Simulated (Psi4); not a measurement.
# ZnHCl (SMILES [Cl][ZnH]) at 3 levels

Wanted: a comparison of 3 runs (B3LYP/6-31G*, PBE0/def2-SVP) of ZnHCl. 

The calculation is run with Psi4 1.11.

3 further runs of the same task are left out: 3 set aside as unsound or not needed.

## Step 1: The structure to begin with

The species is ZnHCl (3 atoms), meant as a singlet with charge 0. As SMILES, `[Cl][ZnH]`. The shape is that of a PBE0-D4/def2-TZVP optimisation.

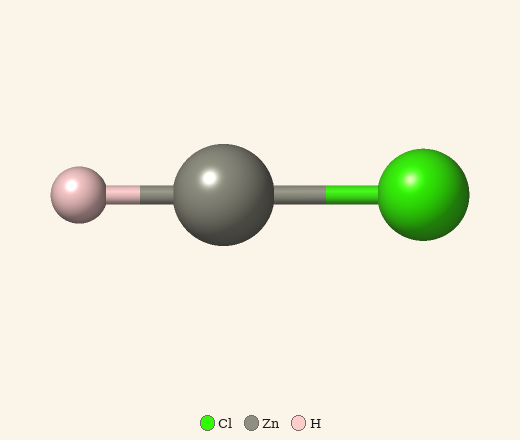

Viewed from a chosen angle; chlorine green, zinc grey, hydrogen pink.

## Step 2: Energy and gradient at B3LYP/6-31G(d) (spherical functions) (run 1)

input.inp

```
memory 1600 mb

molecule molecule1 {
  0 1
  Cl     3.06437988    -1.12117451     1.54144960
  Zn    -0.31917474     0.06859706    -0.16591795
  H     -2.76580316     0.93031217    -1.40047603
  units bohr
  symmetry c1
}

set globals {
  basis 6-31G*
  puream true
  e_convergence 1e-09
  d_convergence 1e-08
  scf_type pk
  dft_radial_points 99
  dft_spherical_points 590
}

energy_value, wavefunction = gradient('b3lyp', return_wfn=True)
oeprop(wavefunction, 'MAYER_INDICES', 'QUADRUPOLE', 'MULLIKEN_CHARGES')
```

Command:

```sh
$ psi4 -i input.inp -o input.out -n 1
```

input.out:

```text
[...]
  Running in c1 symmetry.
[...]
  Nuclear repulsion =  141.315874843909256
[...]
  Multiplicity = 1
[...]
  Nalpha       = 24
  Nbeta        = 24
[...]
    Number of basis functions: 54
[...]
   @RKS iter   1: -2237.77500579797061   -8.51613e-01   5.40848e-02 DIIS/ADIIS
[...]
   @RKS iter  12: -2239.93953786384873   -4.54747e-13   2.28385e-09 DIIS
[...]
    Orbital Energies [Eh]
    ---------------------
    Doubly Occupied:
       1A   -347.287957     2A   -101.500269     3A    -42.256970
       4A    -37.240786     5A    -37.240650     6A    -37.240650
       7A     -9.433827     8A     -7.193262     9A     -7.188815
      10A     -7.188815    11A     -4.837754    12A     -3.229386
      13A     -3.228259    14A     -3.228259    15A     -0.795801
      16A     -0.509157    17A     -0.488921    18A     -0.488921
      19A     -0.484726    20A     -0.484726    21A     -0.372965
      22A     -0.331870    23A     -0.311917    24A     -0.311917
[...]
  @RKS Final Energy: -2239.93953786384873
   => Energetics <=
    Nuclear Repulsion Energy =            141.3158748439092562
    One-Electron Energy =               -3400.0459355300563402
    Two-Electron Energy =                1099.1841335573083143
    DFT Exchange-Correlation Energy =     -80.3936107350100286
    Empirical Dispersion Energy =           0.0000000000000000
    VV10 Nonlocal Energy =                  0.0000000000000000
    Total Energy =                      -2239.9395378638491820
[...]
  -Total Gradient:
     Atom            X                  Y                   Z
    ------   -----------------  -----------------  -----------------
       1       -0.000349581913     0.000114519381     0.000000000000
       2        0.001305030988    -0.000421571424    -0.000000000001
       3       -0.000950373482     0.000305465212    -0.000000000000
[...]
 Multipole Moments:
 ------------------------------------------------------------------------------------
     Multipole            Electronic (a.u.)      Nuclear  (a.u.)        Total (a.u.)
 ------------------------------------------------------------------------------------
 L = 1.  Multiply by 2.5417464519 to convert [e a0] to [Debye]
 Dipole X            :         -0.0659662           -0.6588061           -0.7247723
 Dipole Y            :          0.0196177            0.2075821            0.2271998
 Dipole Z            :         -0.0000000            0.0000000           -0.0000000
 Magnitude           :                                                    0.7595490
 L = 2.  Multiply by 1.3450342976 to convert [e a0^2] to [Debye ang]
 Quadrupole XX       :       -196.5292935          172.4133932          -24.1159003
 Quadrupole XY       :         55.5229303          -54.1417559            1.3811744
[...]
  Mulliken Charges: (a.u.)
   Center  Symbol    Alpha    Beta     Spin     Total
       1    CL     8.67811  8.67811  0.00000 -0.35623
       2    ZN    14.79896 14.79896  0.00000  0.40209
       3     H     0.52293  0.52293  0.00000 -0.04586
   Total alpha = 24.00000, Total beta = 24.00000, Total charge =  0.00000
  Mayer Bond Indices:
[...]
```

It took 5.4 s on 1 thread of INTEL XEON PLATINUM 8581C at 2.30GHz (Emerald Rapids), shared host; peak memory 0.44 GiB.

## Step 3: Energy and gradient at PBE0/def2-SVP (run 2)

clhzn.xyz

```xyz
3
ClHZn
Cl     1.621600    -0.593300     0.815700
Zn    -0.168900     0.036300    -0.087800
H     -1.463600     0.492300    -0.741100
```

run.py

```python
import psi4

psi4.set_memory('1600 MB')
psi4.set_num_threads(1)
psi4.core.set_output_file('output.dat', False)

with open('clhzn.xyz') as f:
    atoms = ''.join(f.readlines()[2:])
geom = psi4.geometry('0 1\n' + atoms + 'symmetry c1')

psi4.set_options({
    'basis': 'def2-SVP',
    'reference': 'rks',
    'puream': True,
    'e_convergence': 1e-09,
    'd_convergence': 1e-08,
    'scf_type': 'pk',
    'dft_radial_points': 99,
    'dft_spherical_points': 590,
})

energy_value = psi4.gradient("pbe0")
print('gradient / Eh bohr^-1')
print(energy_value.np.round(6))
```

Command:

```sh
$ python run.py
```

output.dat:

```text
[...]
  Running in c1 symmetry.
[...]
  Nuclear repulsion =  141.315874602405017
[...]
  Multiplicity = 1
[...]
  Nalpha       = 24
  Nbeta        = 24
[...]
    Number of basis functions: 54
[...]
   @RKS iter   1: -2237.56586540685021   -1.34806e+00   4.15100e-02 ADIIS/DIIS
[...]
   @RKS iter  12: -2239.43039136588823   -4.54747e-12   4.20786e-09 DIIS
[...]
    Orbital Energies [Eh]
    ---------------------
    Doubly Occupied:
       1A   -347.640204     2A   -101.641047     3A    -42.391240
       4A    -37.345892     5A    -37.345892     6A    -37.344349
       7A     -9.492758     8A     -7.231032     9A     -7.225841
      10A     -7.225841    11A     -4.916705    12A     -3.293656
      13A     -3.293656    14A     -3.291750    15A     -0.801823
      16A     -0.555893    17A     -0.545552    18A     -0.545552
      19A     -0.544517    20A     -0.544517    21A     -0.378595
      22A     -0.332577    23A     -0.311127    24A     -0.311127
[...]
  @RKS Final Energy: -2239.43039136588823
   => Energetics <=
    Nuclear Repulsion Energy =            141.3158746024050174
    One-Electron Energy =               -3399.7311493369243180
    Two-Electron Energy =                1094.0169980362682054
    DFT Exchange-Correlation Energy =     -75.0321146676375577
    Empirical Dispersion Energy =           0.0000000000000000
    VV10 Nonlocal Energy =                  0.0000000000000000
    Total Energy =                      -2239.4303913658882266
[...]
 Multipole Moments:
 ------------------------------------------------------------------------------------
     Multipole            Electronic (a.u.)      Nuclear  (a.u.)        Total (a.u.)
 ------------------------------------------------------------------------------------
 L = 1.  Multiply by 2.5417464519 to convert [e a0] to [Debye]
 Dipole X            :         -0.0451392           -0.6588061           -0.7039453
 Dipole Y            :          0.0130304            0.2075821            0.2206125
 Dipole Z            :          0.0000000            0.0000000            0.0000000
 Magnitude           :                                                    0.7377051
[...]
  -Total Gradient:
     Atom            X                  Y                   Z
    ------   -----------------  -----------------  -----------------
       1       -0.002542504416     0.000805093502     0.000000000001
       2        0.001046905472    -0.000344089954    -0.000000000001
       3        0.001495030215    -0.000460824770    -0.000000000000
[...]
```

Standard output:

```text
gradient / Eh bohr^-1
[[-0.002543  0.000805  0.      ]
 [ 0.001047 -0.000344 -0.      ]
 [ 0.001495 -0.000461 -0.      ]]
```

It took 4.8 s on 1 thread of INTEL XEON PLATINUM 8581C at 2.30GHz (Emerald Rapids), shared host; peak memory 0.43 GiB.

## Step 4: A single-point energy at B3LYP/6-31G(d) (Cartesian functions) (run 3)

clhzn.inp

```
memory 1600 MB

molecule mol {
  0 1
  Cl     1.621600    -0.593300     0.815700
  Zn    -0.168900     0.036300    -0.087800
  H     -1.463600     0.492300    -0.741100
  symmetry c1
}

set basis 6-31G*
set puream false
set e_convergence 1e-09
set d_convergence 1e-08
set scf_type pk
set dft_radial_points 99
set dft_spherical_points 590

result, w = energy("b3lyp", return_wfn=True)
oeprop(w, "MAYER_INDICES", "LOWDIN_CHARGES", "MULLIKEN_CHARGES", title="B3LYP")
```

Command:

```sh
$ psi4 clhzn.inp clhzn.out -n 1
```

clhzn.out:

```text
[...]
  Running in c1 symmetry.
[...]
  Nuclear repulsion =  141.315874602405017
[...]
  Multiplicity = 1
[...]
  Nalpha       = 24
  Nbeta        = 24
[...]
    Number of basis functions: 60
[...]
   @RKS iter   1: -2237.55006979580548   -4.50074e-01   5.50097e-02 ADIIS/DIIS
[...]
   @RKS iter  12: -2239.95114254457030   -4.09273e-12   1.91135e-09 DIIS
[...]
    Orbital Energies [Eh]
    ---------------------
    Doubly Occupied:
       1A   -347.285165     2A   -101.519023     3A    -42.251773
       4A    -37.236130     5A    -37.235768     6A    -37.235768
       7A     -9.437286     8A     -7.197423     9A     -7.193093
      10A     -7.193093    11A     -4.829077    12A     -3.220335
      13A     -3.219855    14A     -3.219855    15A     -0.795319
      16A     -0.502306    17A     -0.480704    18A     -0.480704
      19A     -0.476774    20A     -0.476774    21A     -0.371018
      22A     -0.331911    23A     -0.311599    24A     -0.311599
[...]
  @RKS Final Energy: -2239.95114254457030
   => Energetics <=
    Nuclear Repulsion Energy =            141.3158746024050174
    One-Electron Energy =               -3400.2038072809709774
    Two-Electron Energy =                1099.3215014474110376
    DFT Exchange-Correlation Energy =     -80.3847113134158775
    Empirical Dispersion Energy =           0.0000000000000000
    VV10 Nonlocal Energy =                  0.0000000000000000
    Total Energy =                      -2239.9511425445703026
[...]
 Multipole Moments:
 ------------------------------------------------------------------------------------
     Multipole            Electronic (a.u.)      Nuclear  (a.u.)        Total (a.u.)
 ------------------------------------------------------------------------------------
 L = 1.  Multiply by 2.5417464519 to convert [e a0] to [Debye]
 Dipole X            :         -0.0690661           -0.6588061           -0.7278722
 Dipole Y            :          0.0205660            0.2075821            0.2281481
 Dipole Z            :         -0.0000000            0.0000000           -0.0000000
 Magnitude           :                                                    0.7627906
[...]
  Mulliken Charges: (a.u.)
   Center  Symbol    Alpha    Beta     Spin     Total
       1    CL     8.71087  8.71087  0.00000 -0.42175
       2    ZN    14.74038 14.74038  0.00000  0.51924
       3     H     0.54875  0.54875  0.00000 -0.09749
   Total alpha = 24.00000, Total beta = 24.00000, Total charge = -0.00000
  Lowdin Charges: (a.u.)
   Center  Symbol    Alpha    Beta     Spin     Total
       1    CL     8.62120  8.62120  0.00000 -0.24240
       2    ZN    14.86693 14.86693  0.00000  0.26613
       3     H     0.51187  0.51187  0.00000 -0.02374
[...]
```

Run time: 3.9 s. Hardware: 1 thread of INTEL XEON PLATINUM 8581C at 2.30GHz (Emerald Rapids), shared host; peak memory 0.47 GiB.

## Step 5: Overview of the runs

```csv
run,level,task,Cartesian functions,energy (Eh),dipole moment (D),HOMO energy (eV),LUMO energy (eV),wall time
1,B3LYP/6-31G* (spherical functions),gradient,no,-2239.939538,1.93,-8.49,-0.77,5.4 s
2,PBE0/def2-SVP,gradient,no,-2239.430391,1.88,-8.47,-0.11,4.8 s
3,B3LYP/6-31G* (Cartesian functions),energy,yes,-2239.951143,1.94,-8.48,-0.77,3.9 s
```

## Step 6: Results

```
            quantity           value
 run 3: total energy  -2239.95114 Eh
run 3: dipole moment          1.94 D
  run 3: HOMO energy        -8.48 eV
  run 3: LUMO energy        -0.77 eV
run 3: HOMO–LUMO gap         7.71 eV
```

**Reading.** The dipole moment (its size) runs from 1.88 D (PBE0/def2-SVP) to 1.94 D (B3LYP/6-31G*). The two ends differ in method and basis. The HOMO–LUMO gap runs from 7.71 eV (B3LYP/6-31G*) to 8.35 eV (PBE0/def2-SVP). Totals of different functionals can't be ranked against each other. All runs together took 14 s, the longest 5.4 s.
